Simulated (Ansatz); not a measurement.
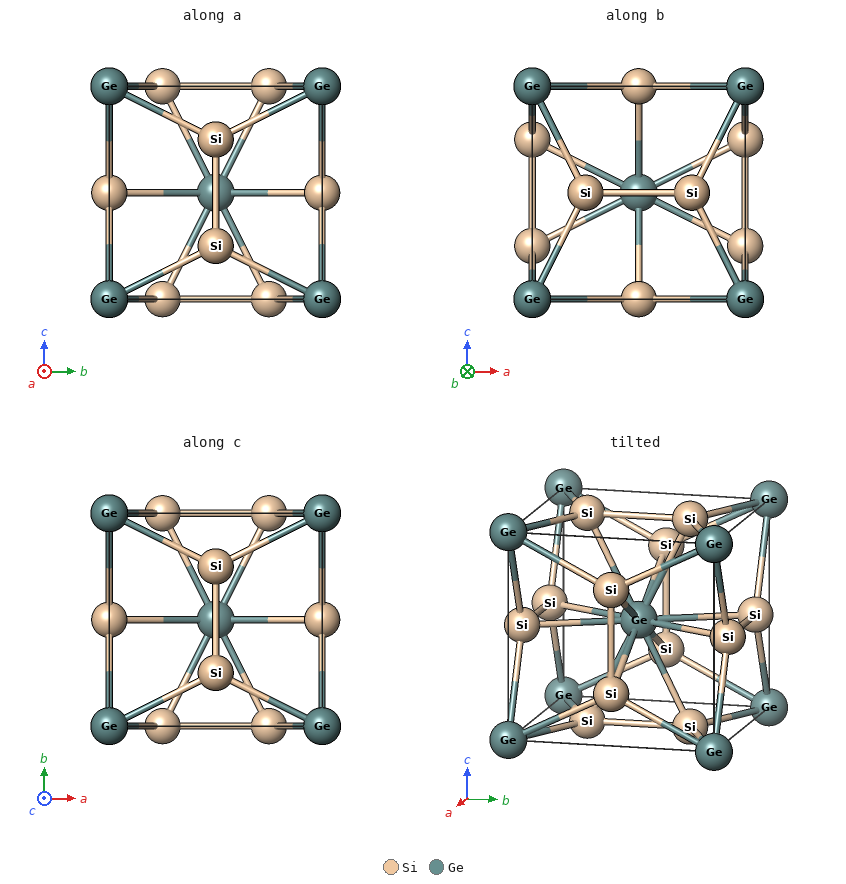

Structure drawing (ball-and-stick), viewed along the a axis, along the b axis, along the c axis and slightly off an axis. The wireframe shows the conventional unit cell.

Lattice parameters: a = 5.0760 Å, b = 5.0760 Å, c = 5.0760 Å, α = 90.000°, β = 90.000°, γ = 90.000°.

From the views, write a CIF with its space group and independent sites.

Answer.
```cif
data_structure
_symmetry_space_group_name_H-M 'P m -3 n'
_symmetry_Int_Tables_number 223
_cell_length_a 5.0760
_cell_length_b 5.0760
_cell_length_c 5.0760
_cell_angle_alpha 90.000
_cell_angle_beta 90.000
_cell_angle_gamma 90.000
_cell_volume 130.79
loop_
_atom_site_label
_atom_site_type_symbol
_atom_site_symmetry_multiplicity
_atom_site_Wyckoff_symbol
_atom_site_fract_x
_atom_site_fract_y
_atom_site_fract_z
_atom_site_occupancy
Si1 Si 6 c 0.5000 0.2500 0.0000 1
Ge1 Ge 2 a 0.5000 0.5000 0.5000 1
```

The initial geometry was a structure type filled with these elements by a generator (whether the compound takes this form wasn't checked). What is shown is the relaxed result from DFT PBE, scalar-relativistic, plane waves, PAW (Ansatz).
